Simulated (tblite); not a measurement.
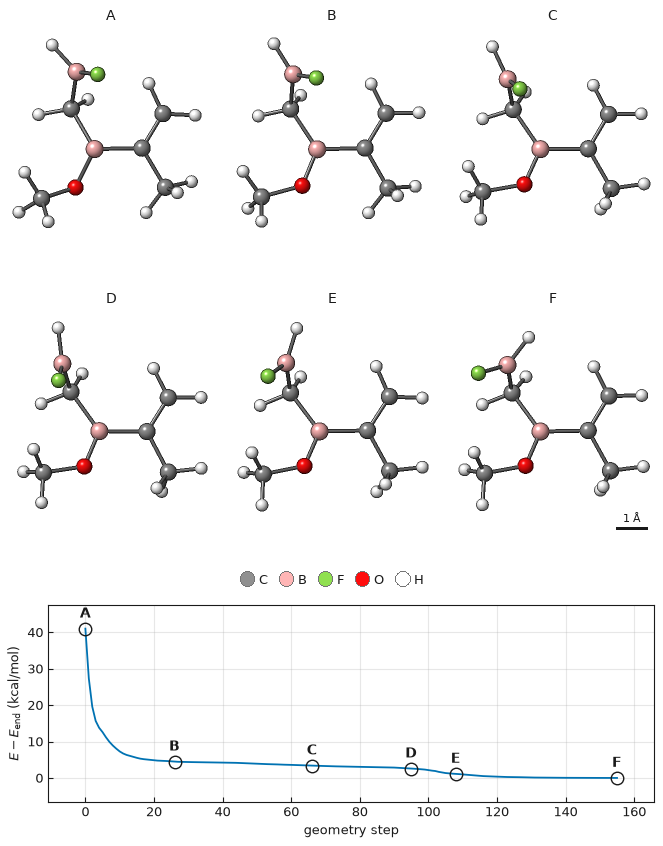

Frames of a relaxation of C5H11B2FO, marked on the history of the run. A ball-and-stick model, seen face on.

All numbers below come from GFN2-xTB geometry optimisation, gas phase in tblite 0.8.0. 

### What happens along the run?

After 155 geometry steps the energy has fallen by 41.0 kcal/mol. The F atom moves most after the best rigid fit: 2.09 Å. By element the largest moves are F 2.09 Å, H 1.26 Å, O 0.78 Å, B 0.50 Å, C 0.42 Å. Among the contacts that change: B–O 1.473 → 1.334 Å, B–F 1.439 → 1.326 Å, C–H 1.122 → 1.086 Å, C–O 1.374 → 1.407 Å. Bond angles that change, for instance: B–O–C 114.1° → 126.2°, C–B–H 115.3° → 125.3°, C–B–O 114.5° → 123.0°. Groups turn about C–O by about 85°, C–C by about 35°. The run took 1.5 s on 1 thread of Intel(R) Xeon(R) Processor @ 2.70GHz, with other jobs on the host. From step 0 to 26: the O atom moves most (0.59 Å), energy −36.5 kcal/mol. From step 26 to 66: the F atom moves most (0.72 Å), energy −1.07 kcal/mol. From step 66 to 95: the F atom moves most (0.69 Å), energy −0.83 kcal/mol. From step 95 to 108: an H atom moves most (0.57 Å), energy −1.46 kcal/mol. From step 108 to 155: an H atom moves most (0.51 Å), energy −1.12 kcal/mol.
